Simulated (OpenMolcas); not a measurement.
# B2NH5 (SMILES BNB): levels of theory compared

Wanted: a comparison of 6 runs (B3LYP/6-31G*, B2PLYP/aug-cc-pVDZ, M06-2X/aug-cc-pVDZ, M06-L/aug-cc-pVDZ, PBE/aug-cc-pVDZ, revPBE/aug-cc-pVDZ) of B2NH5. 

The results are computed with OpenMolcas 26.06.

1 further run of the same task is left out (set aside as unsound or not needed).

### 1 The system as given

The species is B2NH5 (8 atoms), meant as a singlet with charge 0. SMILES: `BNB`. The B1–H5 distance was set to 1.556 Å, away from the relaxed value.

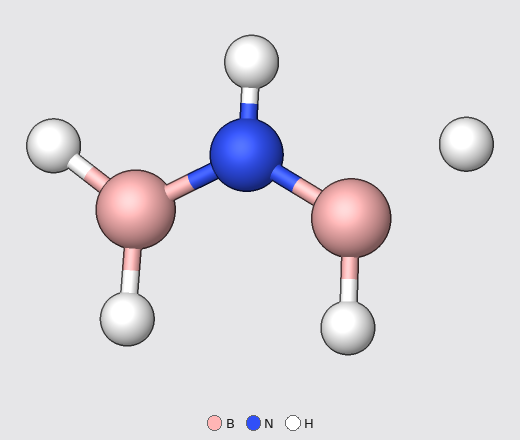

The structure, seen from a chosen angle (boron pink, nitrogen blue, hydrogen white).

### 2 A single-point energy at B3LYP/6-31G(d) (spherical functions) (run 1)

coord.xyz reads:

```xyz
8

B     -0.747319     0.314005    -0.615059
N      0.340881     0.036805     0.249041
B      0.776081    -1.251795     0.645941
H     -1.368519    -0.602295    -1.061859
H     -1.097800     1.791200    -0.954100
H      0.851881     0.828605     0.614741
H      1.712481    -1.355095     1.383841
H      0.190581    -2.204995     0.229141
```

run.inp reads:

```
* B2H5N Kohn-Sham DFT

&GATEWAY
 BasLib
 $CurrDir
 Coord
 coord.xyz
 Basis
 6-31Gs
 Group
 NoSym

&SEWARD
 GridInput
 Grid=UltraFine
 End of Grid

&SCF
 KSDFT
 B3LYP
 Thresholds
 1e-10 1e-07 1e-07 1e-05
 PrOrbitals
 1
```

The basis set 6-31G* is read from a file made from the Basis Set Exchange's data (not shown).

The run is started by

```bash
$ export MOLCAS_MEM=1860
$ pymolcas run.inp > run.log
```

The log of the run:

```text
--- Start Module: gateway ---
[...]
--- Stop Module: gateway /rc=_RC_ALL_IS_WELL_ ---
--- Start Module: seward ---
[...]
      Basis functions           52
--- Stop Module: seward /rc=_RC_ALL_IS_WELL_ ---
--- Start Module: scf ---
[...]
       Convergence after  13 Iterations
[...]
::    Total KS-DFT energy                            -107.4784911501
[...]
      Total spin, S                                     0.0000000000
[...]
      Total electronic charge=   22.000000
      Total            charge=   -0.000000
[...]
      Dipole Moment (debye):
      Origin of the operator (angstrom)=    0.1310   -0.2768    0.0984
                   X=  9.0377E-01               Y=  4.5221E-01               Z=  6.8822E-01           Total=  1.2227E+00
      Quadrupole Moment (debye*angstrom):
[...]
--- Stop Module: scf /rc=_RC_ALL_IS_WELL_ ---
[...]
```

It took 11 s on 1 thread of Arm Neoverse V2, shared host; peak memory 0.38 GiB.

### 3 The energy at B2PLYP/aug-cc-pVDZ (run 2)

mol.xyz reads:

```xyz
8

B     -0.747319     0.314005    -0.615059
N      0.340881     0.036805     0.249041
B      0.776081    -1.251795     0.645941
H     -1.368519    -0.602295    -1.061859
H     -1.097800     1.791200    -0.954100
H      0.851881     0.828605     0.614741
H      1.712481    -1.355095     1.383841
H      0.190581    -2.204995     0.229141
```

run.input reads:

```
&GATEWAY
 BASLIB=$CurrDir
 COORD=mol.xyz
 BASIS=aug-cc-pVDZ
 GROUP=NoSym

&SEWARD
 GRIDINPUT
 Grid=UltraFine
 End of Grid

&SCF
 KSDFT=B2PLYP_SCF
 THRESHOLDS=1e-10 1e-07 1e-07 1e-05
 PRORBITALS=1 1

&MBPT2
 FROZEN=3
```

The basis set aug-cc-pVDZ is read from a file made from the Basis Set Exchange's data (not shown).

The run is started by

```bash
$ export MOLCAS_MEM=1860
$ pymolcas run.input > run.log
```

The log of the run:

```text
--- Start Module: gateway ---
[...]
--- Stop Module: gateway /rc=_RC_ALL_IS_WELL_ ---
[...]
      Basis functions          114
[...]
--- Start Module: scf ---
[...]
       Convergence after  12 Iterations
[...]
::    Total KS-DFT energy                            -107.2393592200
[...]
      Total spin, S                                     0.0000000000
[...]
      Total electronic charge=   22.000000
      Total            charge=   -0.000000
[...]
      Dipole Moment (debye):
      Origin of the operator (angstrom)=    0.1310   -0.2768    0.0984
                   X=  8.2784E-01               Y=  2.6028E-01               Z=  6.3711E-01           Total=  1.0766E+00
      Quadrupole Moment (debye*angstrom):
[...]
--- Stop Module: scf /rc=_RC_ALL_IS_WELL_ ---
[...]
--- Start Module: mbpt2 ---
[...]
 ###    WARNING: MP2 implementation intended for RHF references only         ###
 ###############################################################################
MBPT2 WARNING: Reference function according to RunFile:KS-DFT
I'll assume you know what you're doing and continue
WARNING!
Default frozen orbitals as non valence orbitals is overwritten by user input.
Default values:   3
[...]
       Reference weight ( Cref**2 )         =        0.83231
::    Total MBPT2 energy                             -107.6747727764
[...]
      Total MBPT2 calculations                           0.49      0.54
--- Stop Module: mbpt2 /rc=_RC_ALL_IS_WELL_ ---
[...]
```

It took 42 s on 1 thread of Arm Neoverse V2, shared host; peak memory 0.69 GiB.

Runs 3 to 5 aren't shown in full; the table further down has their settings and results.

### 4 A single-point energy at revPBE/aug-cc-pVDZ (run 6)

calc.inp reads:

```
* B2H5N Kohn-Sham DFT

&GATEWAY
 BasLib = $CurrDir
 Coord
 8
 angstrom
 B       -0.747319       0.314005      -0.615059
 N        0.340881       0.036805       0.249041
 B        0.776081      -1.251795       0.645941
 H       -1.368519      -0.602295      -1.061859
 H       -1.097800       1.791200      -0.954100
 H        0.851881       0.828605       0.614741
 H        1.712481      -1.355095       1.383841
 H        0.190581      -2.204995       0.229141
 Basis = aug-cc-pVDZ
 Group = NoSym

&SEWARD
 GridInput
 Grid=UltraFine
 End of Grid

&SCF
 KSDFT = revPBE
 Thresholds = 1e-10 1e-07 1e-07 1e-05
 PrOrbitals = 0
```

The basis set aug-cc-pVDZ is read from a file made from the Basis Set Exchange's data (not shown).

The run is started by

```bash
$ export MOLCAS_MEM=1860
$ pymolcas calc.inp > calc.log
```

The log of the run:

```text
--- Start Module: gateway ---
[...]
--- Stop Module: gateway /rc=_RC_ALL_IS_WELL_ ---
--- Start Module: seward ---
[...]
      Basis functions          114
--- Stop Module: seward /rc=_RC_ALL_IS_WELL_ ---
[...]
--- Start Module: scf ---
[...]
       Convergence after  13 Iterations
[...]
::    Total KS-DFT energy                            -107.4431420566
[...]
      Total spin, S                                     0.0000000000
[...]
      Total electronic charge=   22.000000
      Total            charge=   -0.000000
[...]
      Dipole Moment (debye):
      Origin of the operator (angstrom)=    0.1310   -0.2768    0.0984
                   X=  8.6561E-01               Y=  3.7180E-01               Z=  6.6180E-01           Total=  1.1513E+00
      Quadrupole Moment (debye*angstrom):
[...]
--- Stop Module: scf /rc=_RC_ALL_IS_WELL_ ---
[...]
```

Run time: 44 s. Hardware: 1 thread of Arm Neoverse V2, shared host; peak memory 0.69 GiB.

### 5 The series

```
run                               level  frozen core orbitals  energy (Eh)  dipole moment (D)  HOMO energy (eV)  LUMO energy (eV)  wall time
  1  B3LYP/6-31G* (spherical functions)                     –  -107.478491               1.22             -8.18             -1.31       11 s
  2                  B2PLYP/aug-cc-pVDZ                     3  -107.356921               1.08             -9.73             -0.17       42 s
  3                  M06-2X/aug-cc-pVDZ                     –  -107.430473               1.08             -9.73             -0.59       61 s
  4                   M06-L/aug-cc-pVDZ                     –  -107.462631               1.17             -7.43             -2.04       69 s
  5                     PBE/aug-cc-pVDZ                     –  -107.310611               1.16             -7.26             -2.57       49 s
  6                  revPBE/aug-cc-pVDZ                     –  -107.443142               1.15             -7.24             -2.47       44 s
```

### 6 Outcome

```
            quantity          value
 run 6: total energy  -107.44314 Eh
run 6: dipole moment         1.15 D
  run 6: HOMO energy       -7.24 eV
  run 6: LUMO energy       -2.47 eV
run 6: HOMO–LUMO gap        4.77 eV
```

The dipole moment (its size) runs from 1.08 D (B2PLYP/aug-cc-pVDZ) to 1.22 D (B3LYP/6-31G*). The two ends differ in method and basis. A double hybrid's value is that of its SCF part. The HOMO–LUMO gap runs from 4.68 eV (PBE/aug-cc-pVDZ) to 9.55 eV (B2PLYP/aug-cc-pVDZ). For B2PLYP the log adds the whole second-order term; the table takes 0.27 of it, as the functional is defined. Totals of different functionals can't be ranked against each other. All runs together took 4.6 min, the longest 69 s.
